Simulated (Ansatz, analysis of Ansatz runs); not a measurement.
# Migration in BaH2 (Pnma): V_H hop (3.0 Å), charge +1, part 2 of 5

Aim: the barrier of one jump in BaH2 (Pnma) at charge +1: V_H hop (3.0 Å). The model is a cell of 48 host atoms with 1 H taken out; H is the atom that moves.

Ansatz 0.2.0; plane-wave PAW DFT, LDA; nudged elastic band between two relaxed defect structures at fixed charge in a uniform background.

So far: Set-up; Relaxation of the start point, charge +1.

## Step 3: Relaxation of the end point, charge +1

Level of this step: plane-wave PAW DFT, LDA; relaxation of all atoms of a defect supercell at fixed charge in a uniform background (Ansatz).

The end point is relaxed in the same cell and settings, so that the two energies compare.

Input file qp1.end/input.yaml:

```yaml
crystal:
  lattice:
    - [-6.53156083, 4.07331772, 7.63914461]
    - [6.53156083, -4.07331772, 7.63914461]
    - [6.53156083, 4.07331772, -7.63914461]
  atoms:
    - { symbol: Ba, position: [0.31925946, 0.07412116, 0.0048617] }
    - { symbol: Ba, position: [0.31925946, 0.57412116, 0.5048617] }
[... 1 atom line left out ...]
    - { symbol: Ba, position: [0.81925946, 0.57412116, 0.0048617] }
[... 4 atom lines left out ...]
    - { symbol: Ba, position: [0.18074054, 0.18560225, 0.2548617] }
[... 1 atom line left out ...]
    - { symbol: Ba, position: [0.68074054, 0.18560225, 0.7548617] }
[... 1 atom line left out ...]
    - { symbol: Ba, position: [0.31925946, 0.31439775, 0.7451383] }
[... 7 atom lines left out ...]
    - { symbol: H, position: [0.03011437, 0.39138613, 0.11127176] }
[... 7 atom lines left out ...]
    - { symbol: H, position: [0.46988563, 0.58115739, 0.86127176] }
[... 2 atom lines left out ...]
    - { symbol: H, position: [0.33911476, 0.13913335, 0.55001859] }
[... 3 atom lines left out ...]
    - { symbol: H, position: [0.534589, 0.395508, 0.610919] }
[... 1 atom line left out ...]
    - { symbol: H, position: [0.66088524, 0.36086665, 0.94998141] }
[... 4 atom lines left out ...]
    - { symbol: H, position: [0.66088524, 0.71090382, 0.80001859] }
    - { symbol: H, position: [0.33911476, 0.28909618, 0.19998141] }
[... 2 atom lines left out ...]
    - { symbol: H, position: [0.83911476, 0.78909618, 0.19998141] }
total_charge: 1
basis:
  ecutwfc: 420
  xc_grid: 2
hamiltonian:
  xc: lda
kpoints:
  mp_grid: { grid: [1, 1, 1], shift: [0.25, 0.25, 0.25] }
scf:
  occupations: { method: fixed }
  max_iter: 80
output:
  forces: true
relax:
  f_tol: 0.015
  max_steps: 70
  random_displacement: { amplitude: 0.03, seed: 2874 }
```

Launch:

```
ansatz run input.yaml --threads 4 --pin off --max-ram 7536MiB --backend cpu --events-out ev --progress --plain --runs-dir out
```

Numbers of over 12 decimals in the logs are rounded to 6 here.

What it wrote:

```text
[...]
Crystal: 47 atoms, lattice volume = 812.962 Å³
Basis set: ecut = 420 eV, 15881 PW (Γ), exchange–correlation on 150×150×150 points (8 copies of the dense FFT grid, shifted against one another)
Bands: 142, of which v1, the nominal top of the filled ones, is band 95 counted from 1 (94 counted from 0)
Symmetry: 1 space group operations
k-points: 1
[...]
SCF iter   1: F=—  HF=-92990.430084 eV  |F-HF|=—  |Δ(HF+E_count)|=         —  Δρ=1.09e-2  dr2=1.18e0  ethr=1.77e-3  ⟨swp⟩=6.0  Hψ=658  notcnv=0  defer=45
[...]
SCF iter   6: F=-92989.993031 eV  HF=-92989.993031 eV  |F-HF|=3.87e-8  |Δ(HF+E_count)|=   8.13e-6  Δρ=7.96e-6  dr2=5.63e-7  ethr=2.96e-9  ⟨swp⟩=5.0  Hψ=412  notcnv=0
SCF 1 converged in 6 iterations: F = -92989.993031 eV  dr2 = 5.63e-7
[...]
[... 3 atoms left out ...]
  max |Σ_I F_I| component: 3.67e-5 eV/Å
--- Relaxed structure (5 steps of the walk, 5 accepted, 0 SCFs on fresh bases) ---
  F+E_penalty+E_count = -92990.34784884 eV   max|allowed force component| = 3.075e-3 eV/Å
  atoms:
    - { symbol: Ba, position: [0.322316, 0.072746, 0.000339] }
    - { symbol: Ba, position: [0.328267, 0.589525, 0.511159] }
[...]
- { symbol: Ba, position: [0.182207, 0.172019, 0.239710] }
[...]
- { symbol: Ba, position: [0.322972, 0.314499, 0.751331] }
[...]
- { symbol: H, position: [0.037368, 0.389425, 0.137479] }
[...]
- { symbol: H, position: [0.456499, 0.576277, 0.844524] }
    [... 2 atoms left out ...]
    - { symbol: H, position: [0.333045, 0.144876, 0.544797] }
    [... 3 atoms left out ...]
    - { symbol: H, position: [0.501837, 0.389417, 0.601929] }
    [... 1 atom left out ...]
    - { symbol: H, position: [0.659016, 0.361095, 0.952000] }
    [... 4 atoms left out ...]
    - { symbol: H, position: [0.666917, 0.712835, 0.805784] }
    - { symbol: H, position: [0.341036, 0.286211, 0.195074] }
    [... 3 atoms left out ...]
[key lines of the parts left out:]
SCF converged after 5 iterations
Free energy (F): -92990.347849 eV
Fermi energy:    4.935277 eV
```

Elapsed: 17 s, on 4 threads of Arm Neoverse V1, shared host; peak memory 0.87 GiB; 62 s of CPU time.

Step by step:

| step | energy less that of the first step (eV) | largest force component (eV/Å) |
| --- | --- | --- |
| 1 | 0.0000 | 0.6206 |
| 2 | -0.1318 | 0.5253 |
| 3 | -0.3439 | 0.0606 |
| 4 | -0.3538 | 0.0206 |
| 5 | -0.3548 | 0.0031 |

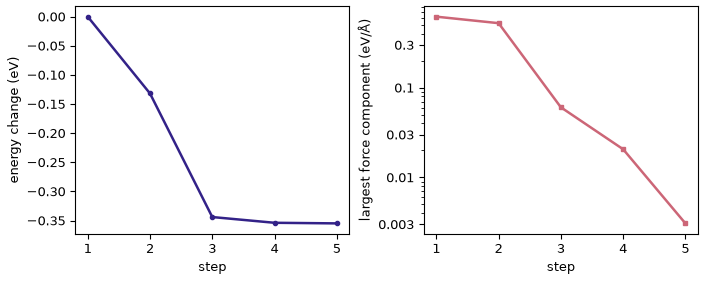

Energy and largest force along the relaxation.

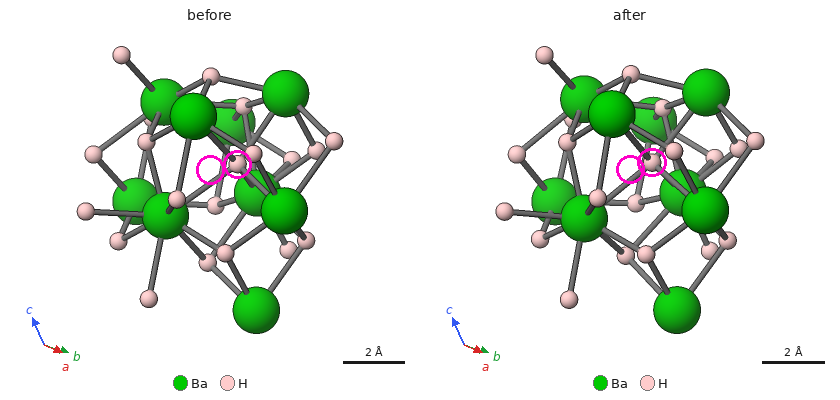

Before and after: the atoms that start within 5 Å of the centre. H36, which moves most, is ringed if it is among them. A ring with no atom in it marks the middle of the ideal hop.

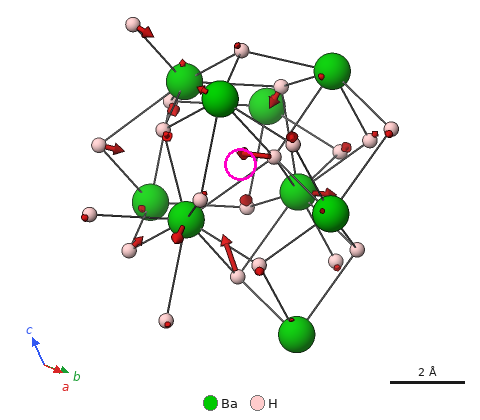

Displacements in the relaxation from the typed sites near the centre, exaggerated, the mean shift taken out; the longest in the cell stands for 0.30 Å. A ring marks the middle of the ideal hop wherever no atom is near it.

The atoms that moved most (Å, from the sites as typed, ahead of the random displacement, the mean shift of all atoms taken out):

| atom | dx | dy | dz | length |
| --- | --- | --- | --- | --- |
| H36 | 0.114 | -0.145 | -0.231 | 0.296 |
| H21 | 0.110 | 0.145 | -0.163 | 0.244 |
| Ba9 | -0.198 | 0.000 | 0.020 | 0.199 |
| Ba2 | 0.082 | 0.000 | 0.136 | 0.158 |
| H19 | 0.035 | 0.000 | 0.123 | 0.128 |
| H17 | -0.032 | 0.000 | 0.122 | 0.127 |
| H24 | -0.104 | 0.000 | 0.065 | 0.122 |
| H27 | -0.056 | 0.000 | -0.103 | 0.118 |

Neighbours of H36 at the end:

| atom | distance (Å) |
| --- | --- |
| Ba2 | 2.792 |
| H32 | 2.857 |
| Ba9 | 2.872 |
| Ba4 | 2.883 |
| Ba7 | 2.936 |
| H38 | 2.961 |
| Ba11 | 3.004 |
| H44 | 3.158 |
| H29 | 3.196 |
| H46 | 3.210 |

This step gave:

```
free energy                                                                                       : -92990.3478 eV
largest move from the ideal geometry of this structure, a common shift of the far atoms taken out : 0.3119 Å
```

The relaxation gained 0.355 eV and ended with a largest force component of 0.0031 eV/Å. The end lies 0.073 eV below the start.

[end of part 2 of 5]

[Logs are printed without paths, hosts, clocks, repeated set-up lines and the standing remarks that a program may print on its own settings, such as how far it seeks lower states.]

[Hosts, paths, dates, database ids (printed as entryN), source tags and the programs' standing remarks are cut or masked in the printed files.]
